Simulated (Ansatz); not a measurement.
Input file:

```
crystal:
  periodic: [false, false, false]
  atoms:
    - { symbol: Ga, position_ang: [0.0, 0.0, 0.0] }
    - { symbol: "N", position_ang: [0.0, 0.0, 2.28] }
    - { symbol: H, position_ang: [-0.877, -0.2713, 2.81] }
    - { symbol: H, position_ang: [0.877, 0.2713, 2.81] }
    - { symbol: Cl, position_ang: [1.9398, 0.0, -1.12] }
    - { symbol: "N", position_ang: [-1.6714, 0.0, -0.965] }
    - { symbol: H, position_ang: [-2.3403, -0.8164, -0.8664] }
    - { symbol: H, position_ang: [-1.9204, 0.8164, -1.5936] }
    - { symbol: O, position_ang: [0.4396, -1.9341, 0.659] }
    - { symbol: H, position_ang: [-0.1933, -2.5903, 0.2244] }
    - { symbol: H, position_ang: [0.2823, -1.2421, 1.8185] }
basis:
  gaussian: { orbitals: def2-SVP }
hamiltonian:
  xc: pbe
  dispersion: d4
relax:
  f_tol: 0.15
  max_steps: 25
  restrain:
    - { distance: [0, 8], at: 2.99, k: 30.0 }
    - { distance: [10, 1], at: 2.26, k: 30.0 }
    - { distance: [0, 1], at: 1.93, k: 30.0 }
    - { distance: [10, 8], at: 1.01, k: 30.0 }
output:
  orbitals: {}
```

Command:

```sh
ansatz run input.yaml --threads 4 --pin off --max-ram 5120MiB --backend cpu --events-out ev --progress --plain --runs-dir out
```

The fields are those of the run's last geometry, not of the input's.

Not at a stationary point (largest force 1.0 eV/Å).

Computed with RKS PBE-D4/def2-SVP in Ansatz.

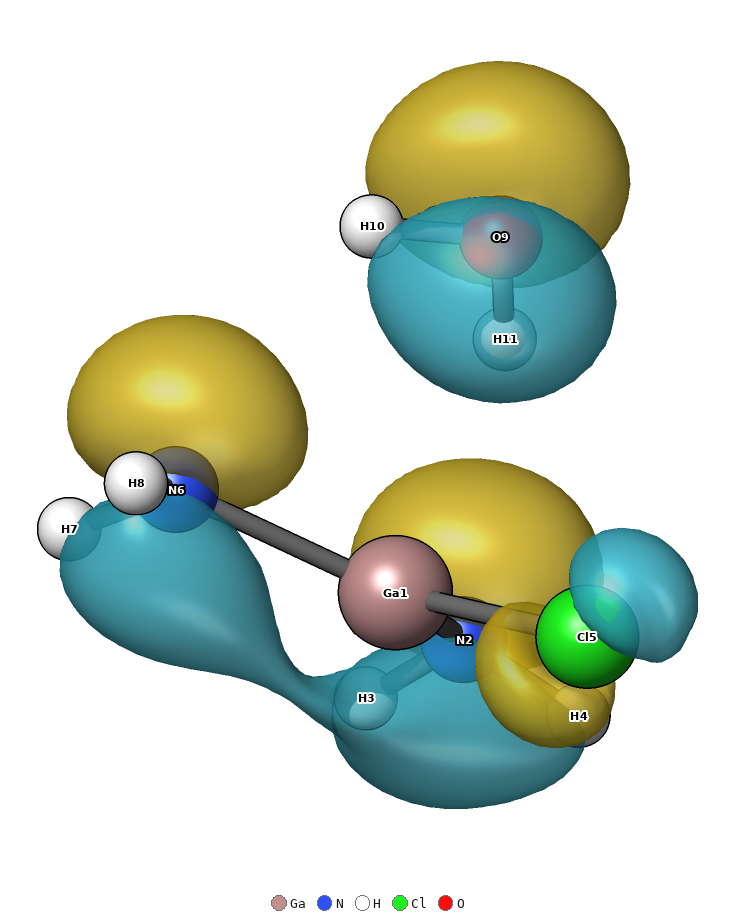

ClGaH4N2···H2O. The HOMO−1 at ±0.1 Å⁻³ᐟ² (yellow and cyan are the two phases), seen at an oblique angle.

**Describe this orbital and give its energy.**

By Hirshfeld shares it lies mainly on O9 (about 40 %), N2 (about 20 %), N6 (about 15 %) and Ga1 (about 5 %); largely a combination of lone pairs on O9, N2 and N6. Its energy is −6.24 eV.
